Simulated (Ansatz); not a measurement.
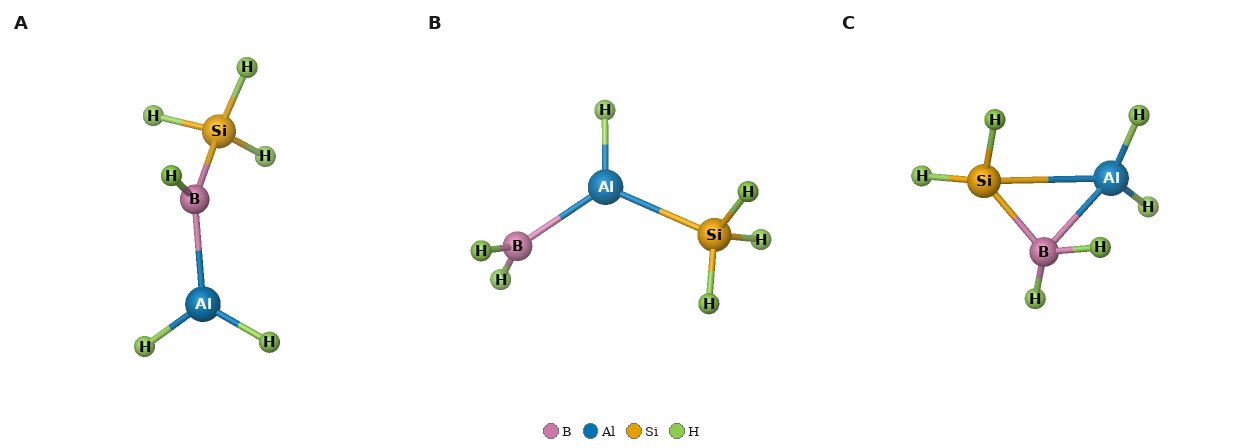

3 stationary structures of one formula. Geometries: PBE0-D4/def2-TZVP. Electronic energies: RHF-CCSD(T) (frozen core)/def2-TZVPP (Ansatz 0.2.0), without zero-point energy. No frequency run is at hand to confirm each as a minimum. Each is one conformer, not always the lowest.

> Which is lowest in energy, and by how much?

C is lowest; B lies 40.5 kJ/mol above it, A lies 56.5 kJ/mol above it.
